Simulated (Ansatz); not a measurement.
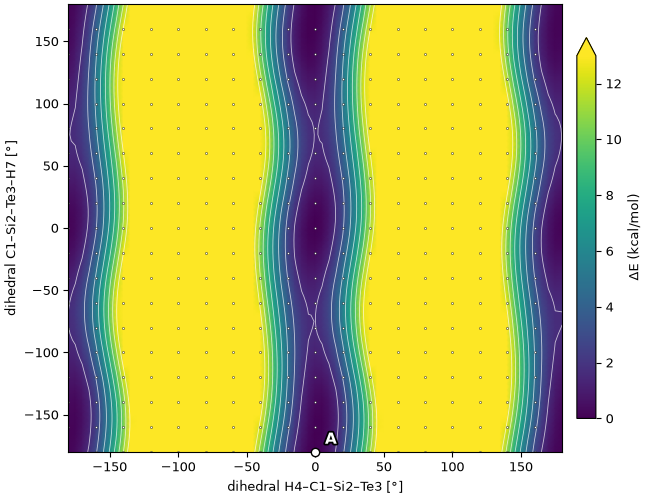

CH4SiTe, SMILES C=[SiH][TeH]. The first coordinate is: dihedral H4–C1–Si2–Te3; the second: dihedral C1–Si2–Te3–H7. Nothing is relaxed (all other coordinates rigid). Grid: 18 × 18 points. All energies are given in kcal/mol relative to the lowest grid point. Theory: Ansatz 0.2.0, RHF/def2-TZVP.

Drawn: a smooth colour map with a few white contour lines, dots at the grid points, one colour for all values above the top of the scale, the well A. Between grid points the surface is interpolated.

Where is the minimum, and how stiff is the well along each coordinate? Take the well at A.

The interpolated minimum is at dihedral H4–C1–Si2–Te3 ≈ 0°, dihedral C1–Si2–Te3–H7 ≈ −180°. The curvatures there are about 2 eV/rad² and 0.059 eV/rad², with a cross term of about −0.25 eV/rad². Round the minimum the valley is strongly tilted: raising dihedral H4–C1–Si2–Te3 shifts the best value of dihedral C1–Si2–Te3–H7 upwards (coupling k₁₂/√(k₁₁k₂₂) about −0.7). (1 eV is 23.1 kcal/mol.)
